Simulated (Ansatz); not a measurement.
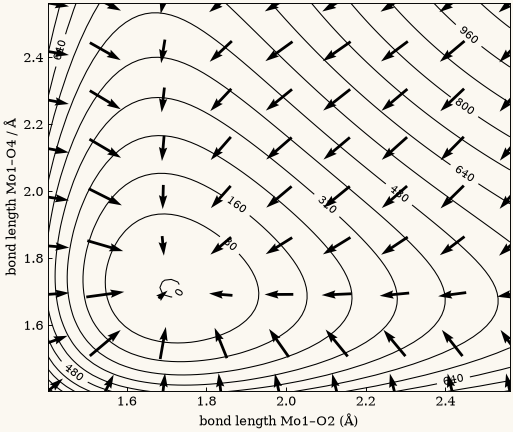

Energy landscape of [MoO3Cl]-, charge −1. 
- The first coordinate is: bond length Mo1–O2; the second: bond length Mo1–O4.
- Nothing is relaxed (all other coordinates rigid).
- The scan uses a 9 × 9 grid; 45 points were computed and 36 follow by symmetry.
- Energies: kJ/mol, counted from the lowest grid point.
- The reference is spin-restricted, which grows unreliable where a bond is stretched far.
- The calculation used Ansatz, RKS wB97X-V/def2-SVPD.

The picture shows contour lines labelled in kJ/mol, arrows along the force (downhill), their lengths compressed. Between grid points the surface is interpolated. 

What does the map say about the system?

Answer. The lowest grid point is at bond length Mo1–O2 = 1.691 Å, bond length Mo1–O4 = 1.691 Å. It is the only kind of minimum in the scanned range. The highest grid point, bond length Mo1–O2 = 2.562 Å, bond length Mo1–O4 = 2.562 Å, lies 1086 kJ/mol above the lowest. Round the minimum the two coordinates are weakly coupled (coupling 0.10 in units of the two stiffnesses).

Each point was launched as `ansatz run input.yaml --threads 1 --pin off --max-ram 2560MiB --backend cpu --events-out ev --progress --plain --runs-dir out`. The whole map (45 points run) took 9.3 min on 1 thread of AMD EPYC 9R45 96-Core Processor (Zen 5) (shared host).
